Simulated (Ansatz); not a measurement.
# FePt (P4/mmm): equation of state with a fit in Python

Wanted for FePt (P4/mmm): an equation of state with a fit.

Program: the Python package of Ansatz 0.2.0. Level of theory: DFT PBE, plane waves, PAW. These are calculated values, not measurements.

## Step 1: The system

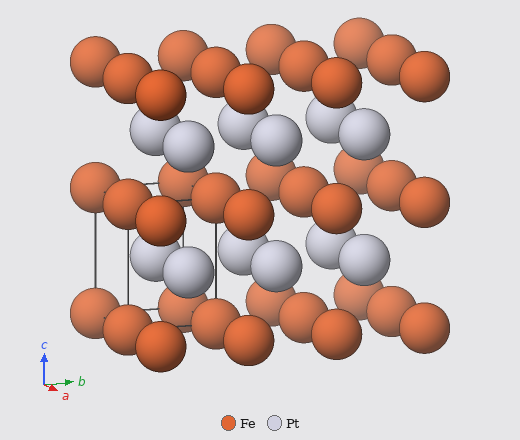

The starting structure, viewed slightly off an axis; iron orange, platinum light grey. 2×3×2 cells are drawn. Atoms on cell faces are repeated.

The script holds or builds the structure itself.

## Step 2: Script

File fept_eos.py:

```python
# -*- coding: utf-8 -*-
from dataclasses import dataclass

import ansatz as az
import numpy as np


@dataclass
class Settings:
    xc: str = "PBE"
    cutoff_ev: int = 500
    mesh: tuple[int, ...] = (10, 10, 7)


opts = Settings()

vectors0 = np.array([
    [2.7235, 0.0, 0.0],
    [0.0, 2.7235, 0.0],
    [0.0, 0.0, 3.72],
])
sites = [
    ("Fe", (0.0, 0.0, 0.0), 2.4),
    ("Pt", (0.5, 0.5, 0.5), 0.0),
]


def crystal_on(cell):
    crystal = az.Crystal(lattice=az.Lattice.of(cell))
    for symbol, position, moment in sites:
        crystal = crystal.atom(symbol, position, moment=moment or None)
    return crystal


def main():
    volumes, energies, pressures = [], [], []
    for scale in np.linspace(0.95, 1.07, 5):
        cell = vectors0 * scale ** (1 / 3)
        setup = (
            crystal_on(cell).calculation()
            .occupations(az.OccupationsMethod.COLD)
            .pseudopotentials("paw")
            .spin(az.SpinTreatment.COLLINEAR)
            .functional(opts.xc)
            .basis(opts.cutoff_ev)
            .kpoints(*opts.mesh)
            .stress()
        )
        summary = setup.run(threads=1).report
        volumes.append(abs(np.linalg.det(cell)) / len(sites))
        energies.append(summary["free_energy_ev"] / len(sites))
        pressures.append(np.trace(summary["stress_gpa"]) / 3)
        print(f"V = {volumes[-1]:8.4f} A^3/atom  F = {energies[-1]:.5f} eV/atom  P = {pressures[-1]:8.3f} GPa")

    x = np.array(volumes) ** (-2 / 3)
    poly = np.polynomial.Polynomial.fit(x, energies, 3).convert()
    roots = poly.deriv().roots()
    x0 = min((r.real for r in roots if abs(r.imag) < 1e-9 and poly.deriv(2)(r.real) > 0), key=lambda r: abs(r - x.mean()))
    v0 = x0 ** -1.5
    b0 = 4 / 9 * poly.deriv(2)(x0) * v0 ** (-7 / 3) * 160.21766
    b1 = 4 + 2 / 3 * x0 * poly.deriv(3)(x0) / poly.deriv(2)(x0)
    print(f"V0 = {v0:.4f} A^3/atom, B0 = {b0:.1f} GPa, dB/dP = {b1:.2f}")


if __name__ == "__main__":
    main()
```

## Step 3: Running it

On the command line:

```console
> python fept_eos.py
```

Standard output:

```text
V =  13.1066 A^3/atom  F = -8501.93880 eV/atom  P =   16.271 GPa
V =  13.5205 A^3/atom  F = -8501.96977 eV/atom  P =    7.988 GPa
V =  13.9344 A^3/atom  F = -8501.98138 eV/atom  P =    1.225 GPa
V =  14.3483 A^3/atom  F = -8501.97708 eV/atom  P =   -4.394 GPa
V =  14.7622 A^3/atom  F = -8501.95941 eV/atom  P =   -9.160 GPa
V0 = 14.0178 A^3/atom, B0 = 201.6 GPa, dB/dP = 5.30
```

It took 52 s on 1 thread of Arm Neoverse V2, shared host; peak memory 0.53 GiB.

Lines on the test bed's own set-up are left out of the output.

A comment line of the script is reworded here; the code is as run.

## Step 4: What each run gave

From the records of these 5 runs:

| run | volume (Å³/atom) | energy from run 3 (meV/atom) | pressure (GPa) | moment (μB/cell) | SCF cycles | CPU time (s) |
| --- | --- | --- | --- | --- | --- | --- |
| 1 | 13.107 | 42.58 | 16.27 | 3.20 | 15 | 10 |
| 2 | 13.521 | 11.61 | 7.99 | 3.24 | 13 | 9.5 |
| 3 | 13.934 | 0.00 | 1.23 | 3.30 | 14 | 9.8 |
| 4 | 14.348 | 4.30 | -4.39 | 3.36 | 15 | 11 |
| 5 | 14.762 | 21.97 | -9.16 | 3.41 | 14 | 11 |

Energies are free energies F = E - TS of the smeared occupations. 

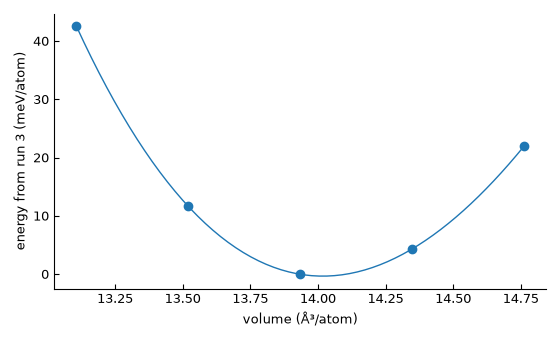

Energy against volume; the line is a third-order Birch-Murnaghan fit.

## Step 5: Outcome

| quantity | value |
| --- | --- |
| runs compared | 5 |
| range of energy | 42.58 meV/atom |
| lowest point, volume (Å³/atom) | 13.934 |
| equilibrium volume (fit) | 14.02 Å³/atom |
| bulk modulus (fit) | 202 GPa |

What this shows: A third-order Birch-Murnaghan fit through the 5 points has its minimum at 14.02 Å³ an atom, 1.6 % above the typed cell, with a bulk modulus of 202 GPa and dB/dP = 5.3. From that minimum the energy rises by 42.9 meV an atom on the compressed side and 22.3 meV on the expanded side. Reading the output:
- Other magnetic orders than the one started from may lie lower.
- Shape and fractional positions are held along the curve, so the bulk modulus is an upper value where they are free to relax.
- For a metal this k-point mesh is coarse: on a finer one energies can move by several to tens of meV an atom and pressures by half a GPa or more, differences at one mesh by less.
- Pressure is positive in compression.
- Spin-orbit coupling, which matters for elements this heavy, is left out.
